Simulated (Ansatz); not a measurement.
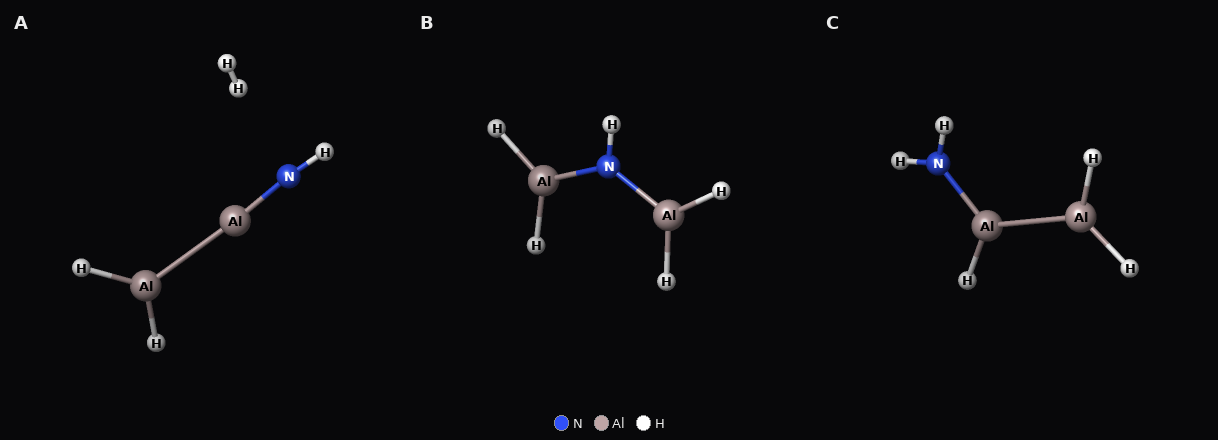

3 stationary structures of one formula. Geometries: PBE0-D4/def2-TZVP. Electronic energies: RHF-CCSD(T) (frozen core)/def2-TZVPP (Ansatz 0.2.0), without zero-point energy. No frequency run is at hand to confirm each as a minimum. Each is one conformer, not always the lowest.

> Which is lowest in energy, and by how much?

B is lowest (C2v); C lies 99.3 kJ/mol above it (Cs), A lies 334.2 kJ/mol above it (Cs).
